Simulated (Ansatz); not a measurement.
**AlSiH5O2 (SMILES O[SiH2][O][AlH2]): B2PLYP/cc-pVDZ**

Aim: the energy change on altering one bond length of AlSiH5O2 at B2PLYP/cc-pVDZ, from 2 runs. 

Program for the calculation: Ansatz 0.2.0.

75 further runs of the same task are left out: 75 set aside as unsound or not needed. Runs told in other sessions of the task aren't counted.

## Step 1: The structure to begin with

AlSiH5O2: 9 atoms, total charge 0, spin state singlet. As SMILES, `O[SiH2][O][AlH2]`. The coordinates come from a PBE0-D4/def2-TZVP relaxation. This is one conformer, not always the lowest.

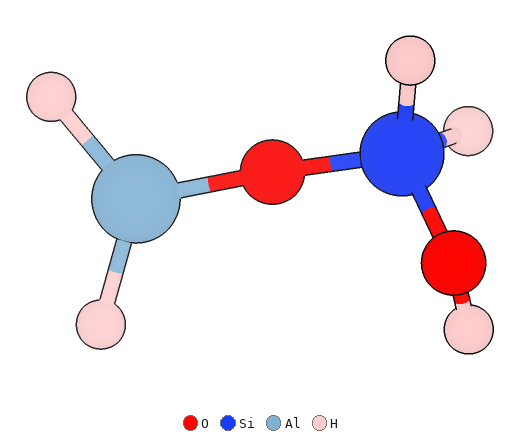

Viewed from a chosen angle; oxygen red, silicon blue, aluminium light blue, hydrogen pink.

## Step 2: A single-point energy at B2PLYP/cc-pVDZ

Contents of input.yaml:

```yaml
crystal:
  periodic: [false, false, false]
  atoms:
    - symbol: O
      position_ang: [-0.795100, 1.829400, -0.898200]
    - symbol: Si
      position_ang: [0.173000, 1.196700, 0.266900]
    - symbol: O
      position_ang: [0.250800, -0.418900, 0.197700]
    - symbol: Al
      position_ang: [0.325700, -2.080500, -0.060600]
    - symbol: H
      position_ang: [-1.740800, 1.705800, -0.810900]
    - symbol: H
      position_ang: [1.506100, 1.782800, 0.005000]
    - symbol: H
      position_ang: [-0.337300, 1.564900, 1.614200]
    - symbol: H
      position_ang: [-0.959500, -2.795700, -0.636800]
    - symbol: H
      position_ang: [1.665600, -2.830600, 0.305400]
basis:
  gaussian:
    orbitals: cc-pVDZ
hamiltonian:
  xc: {name: B2PLYP}
correlation:
  frozen_orbitals: {Al: 5, H: 0, O: 1, Si: 5}
accuracy: high
output: {orbitals: {seedname: orbitals}}
```

Command:

```bash
ansatz run input.yaml --threads 1 --pin off --max-ram 3480MiB --events-out events.jsonl --progress --plain --runs-dir runs
```

Log:

```text
Warning: RAYON_NUM_THREADS=1 ignored (pool sized by the plan → 1); use --threads N
Functional definition: B2PLYP
  name "B2PLYP"
  parameter a = 0.53
  parameter c = 0.27
  exchange = (1 - a)*b88_x + a*exact_x
  correlation = (1 - c)*lyp_c + c*(mp2_os + mp2_ss)
2017 factors; integrals over basis functions are off by at most 3.9e-9 eV
mean field evaluation 1: about -18631.7600 eV, gradient 5.9e1 eV
mean field evaluation 2: about -18631.9904 eV, gradient 5.9e1 eV
mean field evaluation 4: about -18637.9015 eV, gradient 5.1e0 eV
mean field evaluation 8: about -18637.9790 eV, gradient 4.0e-1 eV
mean field evaluation 16: about -18637.9793 eV, gradient 1.0e-5 eV
mean field -18637.97934056 eV, -684.9331074896 hartree, gradient 1.5e-8 eV, S^2 0.000000; 0 other end points of the search recorded, 0 dependent functions left out
12 core orbitals not correlated: weight in the atoms' cores, before any rotation towards them, 1.000 or more for the frozen orbitals, at most 0.000 for the correlated occupied ones
reference -18637.97936953 eV, -684.9331085542 hartree; 12, 12 occupied and 65, 65 virtual orbitals, 2017 factors
second order -17.70890813 eV of doubles, -0.00000000 eV of singles
Total energy: -18642.76077473 eV, -685.1088219542 hartree
```

Run time: 13 s. Hardware: 1 thread of Arm Neoverse V2, shared host; peak memory 0.31 GiB.

## Step 3: The distorted shape, same level

Contents of molecule.yaml:

```yaml
crystal:
  periodic: [false, false, false]
  atoms:
    - symbol: O
      position_ang: [-0.718541, 1.774160, -1.100331]
    - symbol: Si
      position_ang: [0.249559, 1.141460, 0.064769]
    - symbol: O
      position_ang: [0.327359, -0.474140, -0.004431]
    - symbol: Al
      position_ang: [0.402259, -2.135740, -0.262731]
    - symbol: H
      position_ang: [-1.664241, 1.650560, -1.013031]
    - symbol: H
      position_ang: [1.582659, 1.727560, -0.197131]
    - symbol: H
      position_ang: [-0.337300, 1.564900, 1.614200]
    - symbol: H
      position_ang: [-0.882941, -2.850940, -0.838931]
    - symbol: H
      position_ang: [1.742159, -2.885840, 0.103269]
basis:
  gaussian: {orbitals: cc-pVDZ}
hamiltonian: {xc: {name: B2PLYP}}
correlation: {frozen_orbitals: {Al: 5, H: 0, O: 1, Si: 5}}
accuracy: high
output: {orbitals: {seedname: orbitals}}
```

Command:

```bash
ansatz run molecule.yaml --threads 1 --pin off --max-ram 3480MiB --events-out events.jsonl --progress --plain --runs-dir runs
```

Log (excerpt; [...] marks lines left out):

```text
Warning: RAYON_NUM_THREADS=1 ignored (pool sized by the plan → 1); use --threads N
[... 2 set-up lines as earlier in the session ...]
[...]
2011 factors; integrals over basis functions are off by at most 3.5e-9 eV
[...]
mean field -18637.65304800 eV, -684.9211164592 hartree, gradient 1.6e-8 eV, S^2 0.000000; 0 other end points of the search recorded, 0 dependent functions left out
12 core orbitals not correlated: weight in the atoms' cores, before any rotation towards them, 1.000 or more for the frozen orbitals, at most 0.000 for the correlated occupied ones
reference -18637.65307721 eV, -684.9211175324 hartree; 12, 12 occupied and 65, 65 virtual orbitals, 2011 factors
second order -17.77155051 eV of doubles, -0.00000000 eV of singles
Total energy: -18642.45139585 eV, -685.0974524899 hartree
```

It took 14 s on 1 thread of Arm Neoverse V2, shared host; peak memory 0.31 GiB.

## Step 4: Summary of results

At B2PLYP/cc-pVDZ, 12 core orbitals frozen:

| quantity | value |
| --- | --- |
| first shape: total energy | -685.10882 Eh |
| first shape: HOMO energy (SCF part's orbitals) | -9.45 eV |
| first shape: LUMO energy (SCF part's orbitals) | -0.12 eV |
| first shape: HOMO–LUMO gap (SCF part's orbitals) | 9.32 eV |
| distorted shape: total energy | -685.09745 Eh |
| distorted shape: HOMO energy (SCF part's orbitals) | -9.34 eV |
| distorted shape: LUMO energy (SCF part's orbitals) | -0.17 eV |
| distorted shape: HOMO–LUMO gap (SCF part's orbitals) | 9.17 eV |
| energy change with the Si2–H7 bond stretched from 1.487 to 1.710 Å | 0.309 eV |

**Reading.** With the Si2–H7 bond stretched from 1.487 to 1.710 Å the energy rises by 0.31 eV (29.9 kJ/mol). The first shape isn't relaxed at this level, so the change isn't measured from a minimum.
